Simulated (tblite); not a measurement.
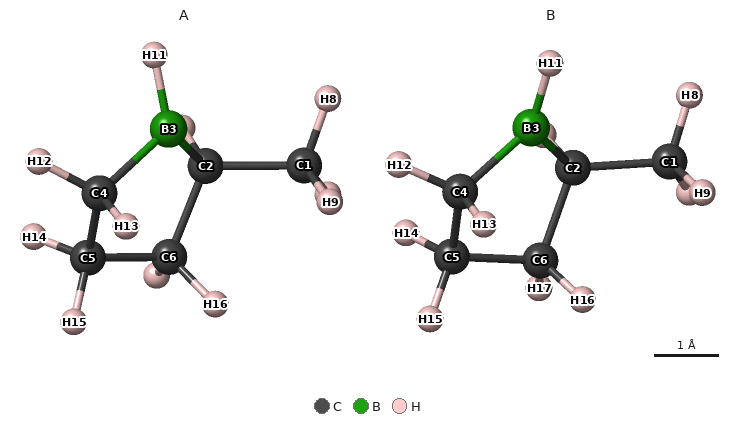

Two geometries of C₅H₁₁B, drawn at one scale. One is the start of a relaxation, the other its converged end. The picture is a ball-and-stick view, seen at a tilt.

All numbers below come from tblite, GFN2-xTB geometry optimisation, gas phase. 

**Which geometry has the lower energy?**

Structure B is the relaxed one. An H atom moves most after the best rigid fit: 0.65 Å. By element the largest moves are H 0.65 Å, C 0.15 Å, B 0.07 Å. Some distances before and after: C–H 1.130 → 1.095 Å, C–H 1.115 → 1.087 Å, C–C 1.547 → 1.528 Å, B–H 1.183 → 1.167 Å. Bond angles that change, for instance: C–B–H 118.2° → 126.8°, C–B–H 118.9° → 126.6°, C–C–B 111.3° → 118.9°. The energy falls by 0.479 eV in 81 geometry steps. Cost: 0.4 s on 1 thread of Arm Neoverse V1 (shared host).
